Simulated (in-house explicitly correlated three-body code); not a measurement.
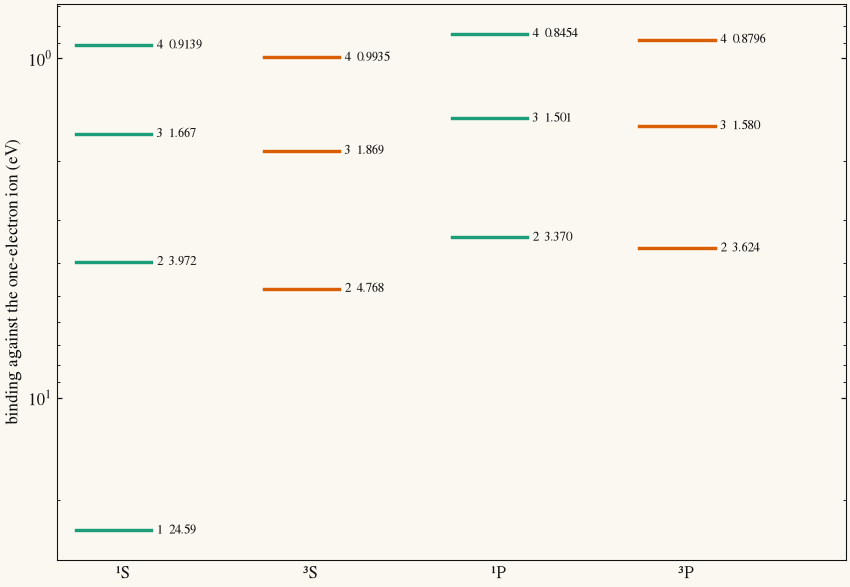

Two electrons around a point charge of unknown size. Computed variationally in 260 exponentially correlated functions with an in-house code, non-relativistic, converged to about 10⁻⁷ hartree. The plot shows the bound S and P states that converged, by term and principal number n, on a logarithmic scale of binding.

What is the nuclear charge?

Answer. Z = 2 (helium). The outer electron of the excited states sees a charge of Z − 1, so they are bound by about 13.6 (Z − 1)²/n² eV. The ground state is bound by 24.6 eV. The n = 2 states drawn run, from the deepest, 2 ³S (4.77 eV), 2 ¹S (3.97 eV), 2 ³P (3.62 eV), 2 ¹P (3.37 eV). Exchange puts 2 ³S below 2 ¹S by 0.796 eV and 2 ³P below 2 ¹P by 0.254 eV. Quantum defects n − (Z − 1)/√(2 E(binding)): 2 ³S 0.311, 2 ¹S 0.149, 2 ³P 0.062, 2 ¹P −0.009.
